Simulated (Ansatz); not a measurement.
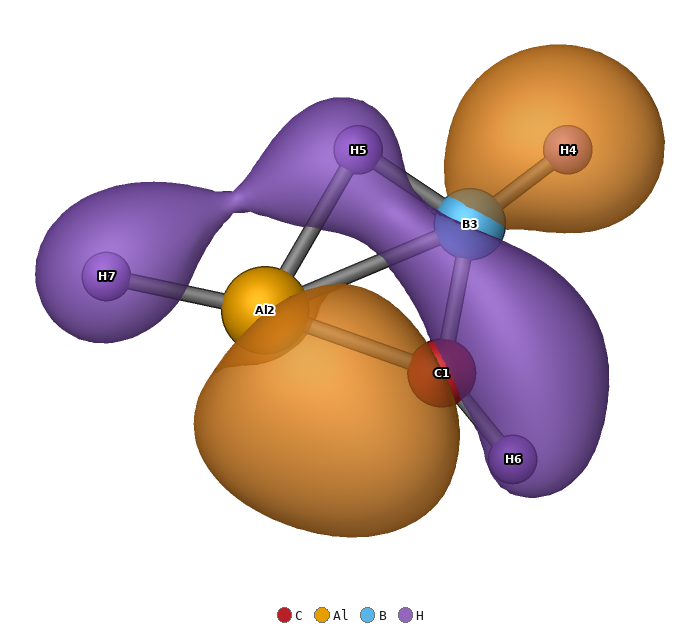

The picture shows: CH4AlB. The HOMO−1 at ±0.08 Å⁻³ᐟ² (orange and purple are the two phases), seen across its widest extent.

Geometry: B3LYP/6-31G*.

Method: isolated molecule in a Gaussian basis; Kohn-Sham density functional theory, functional PBE0 in Ansatz.

```xyz
7

C     0.1483   -0.8922   -0.0874
Al    1.0515   -1.3075    1.4282
B    -0.8383   -1.7944    0.5181
H    -1.9189   -2.2305    0.2609
H    -0.4510   -2.2690    1.6624
H     0.1110   -0.3517   -1.0226
H     1.9837   -1.5432    2.6707
```

> What is the character of this orbital?

Its weight (Hirshfeld) is mainly on C1 (about 45 %), Al2 (about 25 %), B3 (about 15 %) and H4 (about 10 %); it is symmetric in the molecular plane (an in-plane orbital: σ, lone-pair or in-plane π type). Its energy is −7.60 eV.
